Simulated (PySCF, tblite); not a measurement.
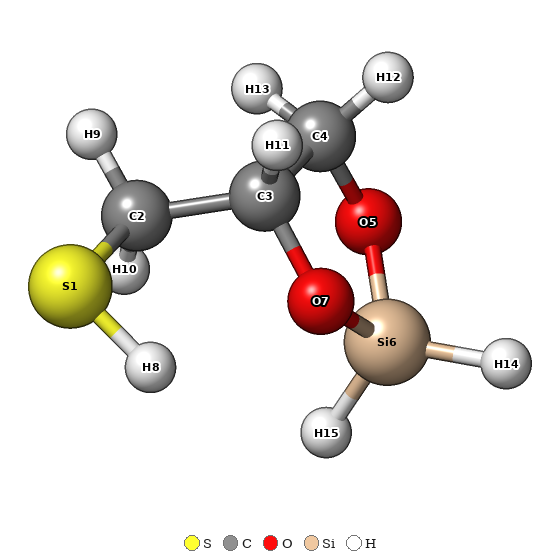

Structure of C₃H₈O₂SSi, SMILES SC[C@@H]1CO[SiH2]O1.

GIAO shifts, PBE0/pcSseg-1, PySCF, at a GFN2-xTB geometry (a minimum by its frequencies), against H₂O for ¹⁷O and CS₂ for ³³S computed at the same level (¹⁷O: a single water molecule, while the usual scale starts at liquid water and gives values some tens of ppm lower). Gas phase, fully decoupled, line heights follow the number of nuclei, widths are arbitrary (no quadrupolar broadening); values of one conformer, averaged over methyl-type rotors and exact or near symmetry; other conformers aren't averaged in.

How many ¹⁷O lines appear, and where?

2 signals.


| δ (ppm) | nuclei | atoms |
| --- | --- | --- |
| 49.1 | 1 | O7 |
| 27.2 | 1 | O5 |

How many ³³S lines appear, and where?

1 signal.


```
δ (ppm)  nuclei  atoms
 −120.6       1     S1
```

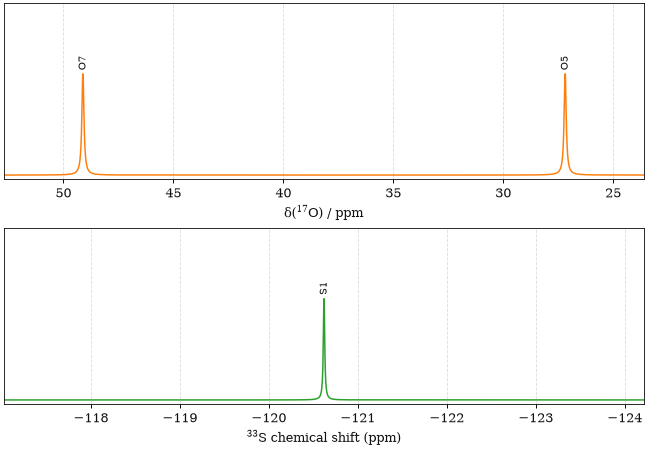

Known limits of this run: the tight-binding geometry is rougher than a DFT one and adds to the error.
